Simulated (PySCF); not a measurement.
The calculation's input:

```
{"job": {"kind": "uv", "xc": "wB97X-D", "basis": "def2-SVPD", "nstates": 8, "ntriplets": 3}, "charge": 0, "multiplicity": 1}
C     -1.944924    -0.757846     0.457255
C     -0.908290     0.048509     0.260842
C     -1.092400     1.434669    -0.285488
Si     0.859479    -0.487959     0.651753
C      2.026415    -0.490600    -0.840570
F      0.787734    -2.011629     1.201913
Cl     1.624647     0.597847     2.171356
H     -1.825430    -1.754897     0.844760
H     -2.955641    -0.449203     0.237444
H     -0.580983     1.531671    -1.242247
H     -0.661071     2.167623     0.394320
H     -2.146288     1.662280    -0.427066
H      2.957273    -0.998571    -0.601485
H      1.580554    -1.002160    -1.688492
H      2.274512     0.518256    -1.156206
```

Command:

```sh
OMP_NUM_THREADS=1 python probes_run.py task.json out
```

Geometry: GFN2-xTB.

These are results of wB97X-D/def2-SVPD, SCF density, gas phase (PySCF 2.14.0), not measurements.

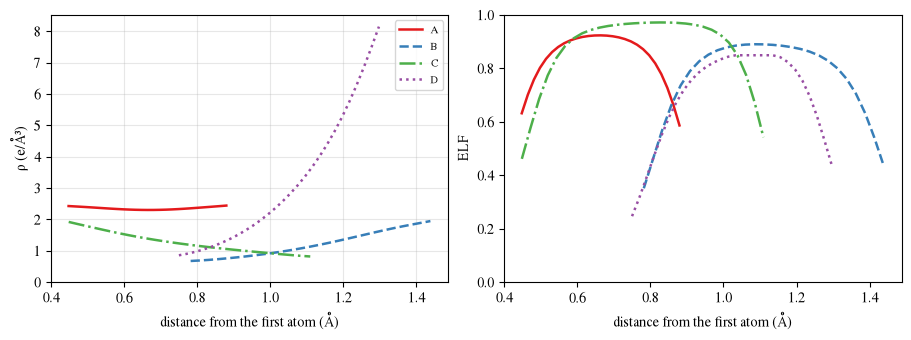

C4H8ClFSi. Total electron density and electron localisation function along straight lines between neighbouring atoms. The curves leave out the atomic cores.

Question: Which curve belongs to which contact (C–C, C–Si, Si–Cl and Si–F)? The first atom named is at distance zero.

Answer: Curve A: C–C (1.33 Å): ρ at the midpoint is about 2.3 e/Å³; the ELF peaks at about 0.90 between the atoms: a short, multiple covalent bond. Curve B: Si–Cl (2.02 Å): ρ at the midpoint is about 0.94 e/Å³; the ELF peaks at about 0.90 between the atoms (a polar covalent bond). Curve C: C–Si (1.89 Å): the density is about 0.98 e/Å³ at the midpoint; the ELF peaks at about 1 between the atoms: a covalent bond. Curve D: Si–F (1.62 Å): the density is about 1 e/Å³ at the midpoint; the ELF peaks at about 0.85 in the valence shell of F, 0.6 Å from its nucleus, and is about 0.45 at the midpoint.
